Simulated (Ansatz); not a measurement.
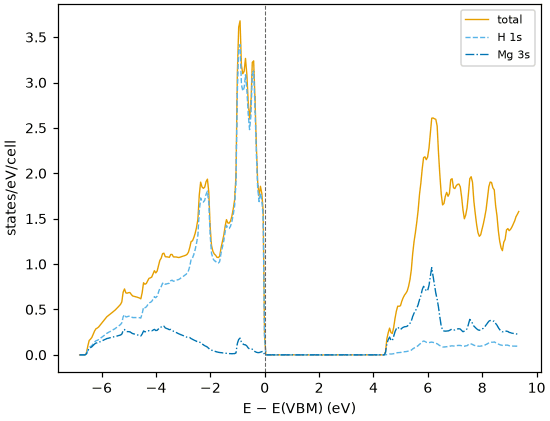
Total and projected density of states of MgH2 (rutile, space group No. 136), r²SCAN (plane waves, PAW; program Ansatz)

Problem. Which orbitals carry the states next to the gap?

Solution. Top 1 eV of the valence band: H 1s 95 %. Bottom 1 eV of the conduction band: Mg 3s 52 %, outside the projected shells 43 %. Projections are on Löwdin-orthogonalised atomic valence shells; empty p or d shells of many metals are not among them.

Problem. Where is the tallest occupied peak in this window, and what makes it?

Solution. Near -0.9 eV, about 3.7 states/eV per cell; the largest projected share is H 1s.

Space group P4_2/mnm (rutile). Symmetry was held in the r²SCAN relaxation.

Potentials: the later of the program's two PAW sets.
